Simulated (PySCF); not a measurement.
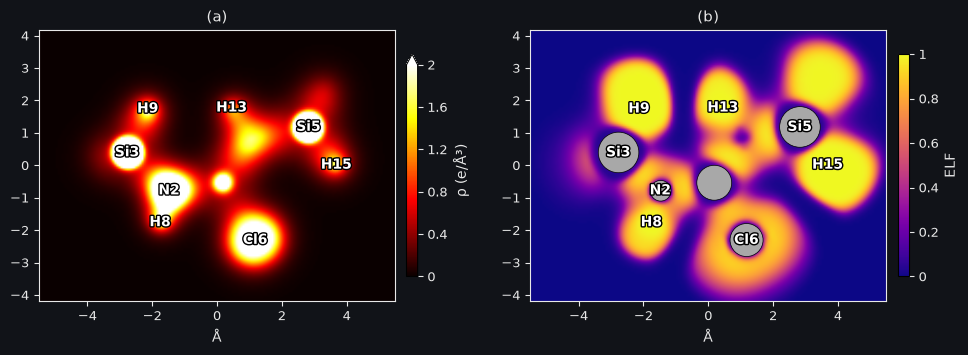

The picture shows: CH₉ClNOSi₃ (doublet). (a) electron density; (b) ELF on the plane of atoms Si3, N2 and H8. Grey discs cover the atomic cores in the ELF map.

Geometry: PBE0-D3(BJ)/def2-SVP.

Computed with PySCF 2.14.0, density-fitted response routines, UKS B3LYP, IGLO-III on C Cl N O Si, pcH-1 on H, non-relativistic, mean-field spin-orbit, GIAO.

```xyz
16

Si    0.0932   -0.3242    0.8812
N     1.7464   -0.6211    0.4603
Si    2.7645    0.3249   -0.6129
C    -1.0747   -0.1329   -0.5368
Si   -2.8629    0.2793   -0.0859
Cl   -0.5175   -1.9193    2.0479
O     0.2860    1.0653    1.7689
H     2.2255   -1.2397    1.1132
H     1.8568    1.1971   -1.4099
H     3.7488    1.1606    0.1351
H     3.5180   -0.5881   -1.5239
H    -1.0682   -1.0683   -1.1223
H    -0.6909    0.6736   -1.1852
H    -2.9087    1.5311    0.7275
H    -3.4692   -0.8350    0.6993
H    -3.6585    0.4851   -1.3341
```

### What does the map show?

The plane passes through N, Si, Cl and H nuclei. Si–N (1.76 Å): ρ at the midpoint is about 1 e/Å³; the ELF peaks at about 0.90 between the atoms: a polar covalent bond. N–H (1.02 Å): the density is about 2.8 e/Å³ at the midpoint; the ELF climbs to about 1 towards the hydrogen, as it does in any bond to H; a covalent bond by its length. The ELF also peaks beside Cl6, away from the bonds: non-bonding electrons, paired or unpaired.
